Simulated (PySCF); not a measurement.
H3Cl3OSi2, SMILES Cl[Si](Cl)(Cl)[SiH2]O at its PBE0/def2-SVP optimised geometry (Å):

```
9

O     -1.2724    -1.0268     3.2228
Si    -1.6205    -1.9915     1.9119
Si    -0.7150    -0.9867     0.0000
Cl     1.3431    -0.9867     0.0000
Cl    -1.3654    -1.8786    -1.7384
Cl    -1.3431     0.9867     0.0000
H     -1.5165    -0.0981     3.1530
H     -0.9963    -3.3172     2.1573
H     -3.0876    -2.1422     1.6626
```

Level of theory: PBE0/def2-TZVP (PySCF).

Map of the log10 of the electron density (e/bohr³), floored at −4 on the plane z = 1.2 Å:

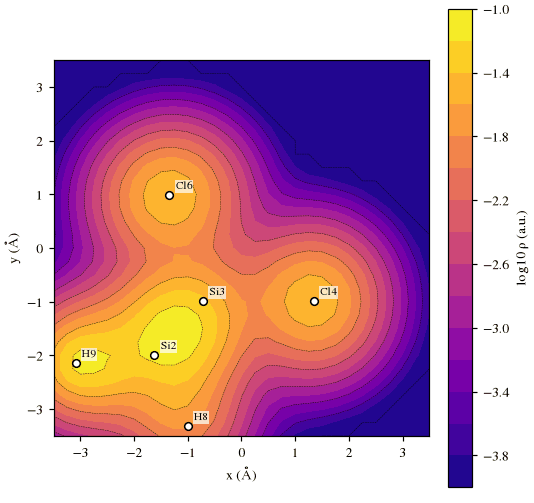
*Log10 of the electron density (e/bohr³), floored at −4 on the plane z = 1.2 Å.*
